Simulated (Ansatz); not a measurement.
## Electronic structure of CH4Si2 (charge −1, doublet) in real space

Input file:

```
crystal:
  periodic: [false, false, false]
  atoms:
    - {symbol: C, position_ang: [-0.481464, -0.436454, 1.077676]}
    - {symbol: Si, position_ang: [0.197703, 0.650023, -0.223219]}
    - {symbol: Si, position_ang: [-1.497007, 0.152493, 2.419503]}
    - {symbol: H, position_ang: [-0.206369, 0.316412, -1.653356]}
    - {symbol: H, position_ang: [1.715393, 0.677936, -0.348397]}
    - {symbol: H, position_ang: [-0.196690, 2.089775, -0.040900]}
    - {symbol: H, position_ang: [-0.219934, -1.507604, 0.983692]}
basis:
  gaussian: {orbitals: def2-TZVPD}
magnetization: {spin_polarized: true, initial_magnetization: 1}
total_charge: -1
hamiltonian: {xc: {name: PBE0}}
output: {forces: true, orbitals: {seedname: orbitals}}
```

Run with:

```sh
ansatz run input.yaml --threads 2 --pin off --max-ram 4350MiB --events-out events.jsonl --progress --plain --runs-dir runs
```

Geometry: r2SCAN-D4/def2-SVPD; the highest occupied orbital lies above zero, a sign that basis and functional describe the outermost electron poorly.

Method: isolated molecule in a Gaussian basis; Kohn-Sham density functional theory, functional PBE0 (Ansatz 0.2.0).

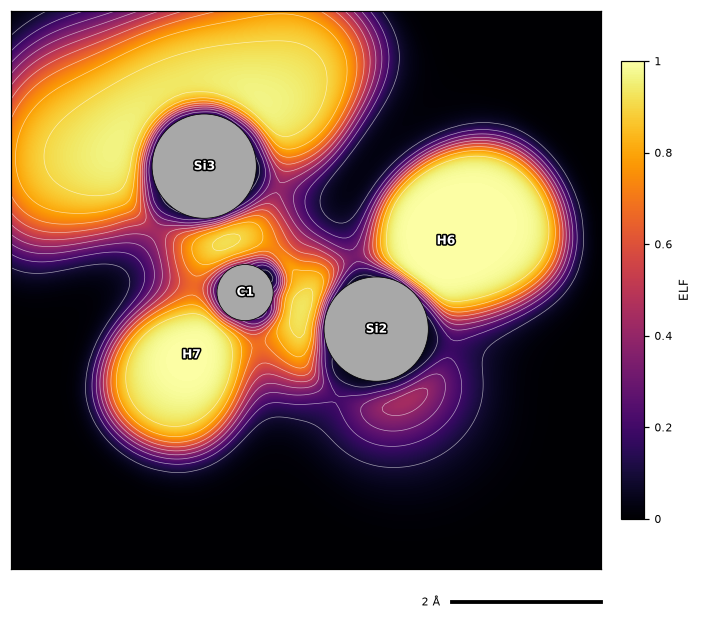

Figure 1. Electron localisation function on the plane of atoms Si2, C1 and Si3. Grey discs cover the atomic cores.

Question: Describe what can be read from this map.

Answer: The section cuts through C, Si and H sites. C–Si (1.78 Å): the ELF peaks at about 0.90 between the atoms (a covalent bond). C–H (1.11 Å): the ELF climbs to about 1 towards the hydrogen, as it does in any bond to H: an ordinary covalent bond to hydrogen. C–Si (1.83 Å): the ELF peaks at about 0.95 between the atoms (a shared electron pair). Si–H (1.50 Å): the ELF climbs to about 1 towards the hydrogen. The ELF also peaks beside Si3, away from the bonds: non-bonding electrons, paired or unpaired.

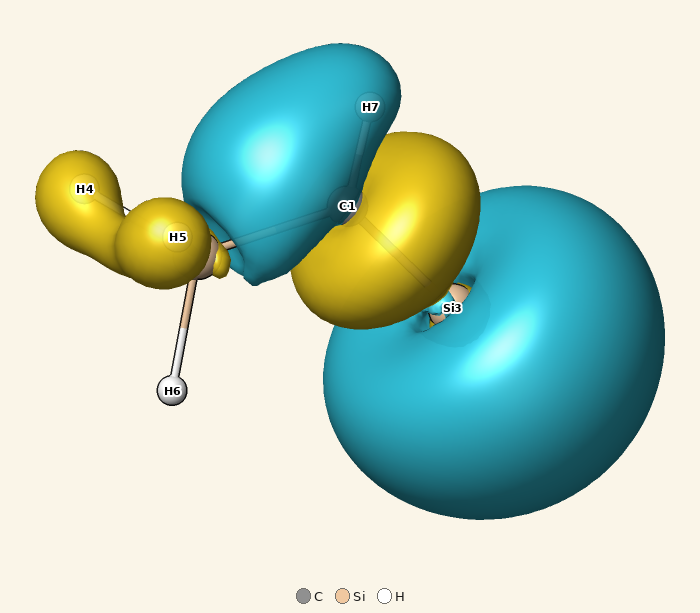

Figure 2. The HOMO−1 (β) at ±0.06 Å⁻³ᐟ² (yellow and cyan are the two phases), seen at a tilt.

Question: Describe this orbital and give its energy.

Answer: It lies mainly on Si3 (about 70 %) and C1 (about 20 %). Its energy is −1.89 eV.

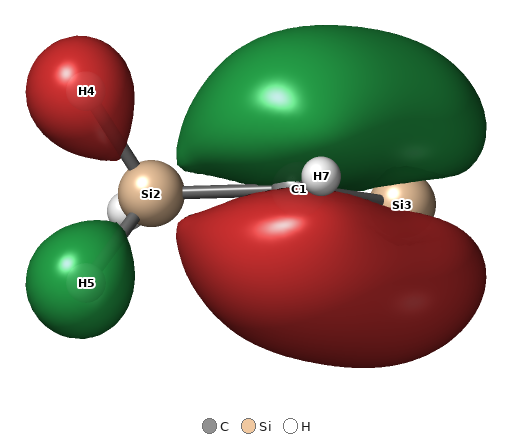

Figure 3. The HOMO−1 (α) at ±0.08 Å⁻³ᐟ² (green and red are the two phases), seen from one side.

Question: What is the character of this orbital?

Answer: Its weight (Hirshfeld) is mainly on C1 (about 45 %) and Si3 (about 35 %); π-bonding across C1–Si3. Its energy is −1.41 eV.
